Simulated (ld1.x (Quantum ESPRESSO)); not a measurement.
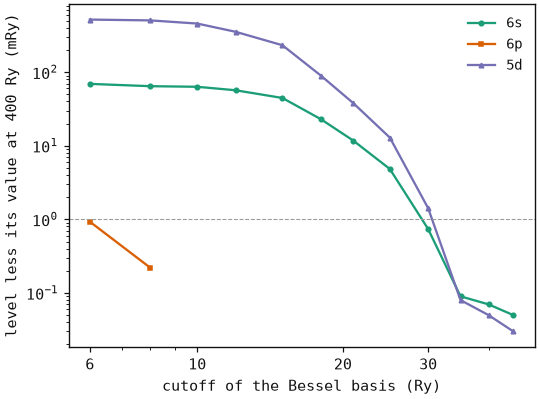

The pseudo-atom Hamiltonian at the reference potential is diagonalised in spherical Bessel functions (20 bohr box) up to the cutoff. Curves: distance of each valence level from its value at 400 Ry.

Ld1.x (Quantum ESPRESSO) 7.5 input:

```
&input
   title='Pt', zed=78., rel=1, dft='PW91', iswitch=3,
   config='[Xe] 4f14 5d9 6s1 6p0'
 /
 &inputp
   pseudotype=2, tm=.false., rho0=0.02, lloc=-1, rcloc=2.85,
   nlcc=.true., rcore=1.80
 /
3
6S  1  0   1.00   0.00  2.30  2.30  0.0
6P  2  1   0.00   0.00  3.70  3.70  0.0
5D  3  2   9.00   0.00  2.25  2.25  0.0
 &test
   configts(1)='5d9 6s1 6p0'
 /
```

Question: What cutoffs are needed for 10 mRy and 1 mRy in the sum of levels?

Answer: 35 Ry and 35 Ry, on the ladder of cutoffs that was run.

Question: At which cutoff does each level come within 1 mRy for good?

Answer: 6s: 30 Ry; 6p: 6 Ry or less; 5d: 35 Ry.
